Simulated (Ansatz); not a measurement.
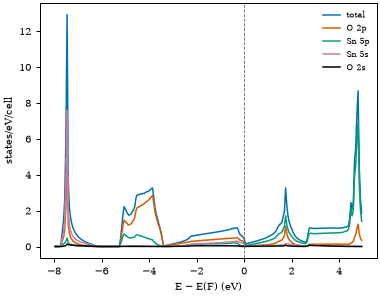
Figure: Total and projected density of states of SnO (zinc blende, F-43m), PBE (plane waves, PAW; program Ansatz)

### Question
Which orbitals carry the states next to the Fermi level?

### Answer
Within 0.5 eV of the Fermi level: O 2p 44 %, Sn 5s 28 %, Sn 5p 22 %. Projections are on Löwdin-orthogonalised atomic valence shells; empty p or d shells of many metals are not among them.

### Question
Where is the tallest occupied peak in this window, and what makes it?

### Answer
Near -7.4 eV, about 13 states/eV per cell; the largest projected share is Sn 5s.

The start of the workflow was typed in or built on a structure type; neither database checked (COD, Materials Project) lists it. It is not the phase usual at ambient conditions (space group No. 129). The PBE relaxation kept the symmetry of its start; whether a distortion lowers the energy is not shown. The volume moved by 23 % from the start of the relaxation. Scalar-relativistic: spin–orbit coupling is off unless named, which matters more the heavier the elements.

Potentials: the later of the program's two PAW sets.
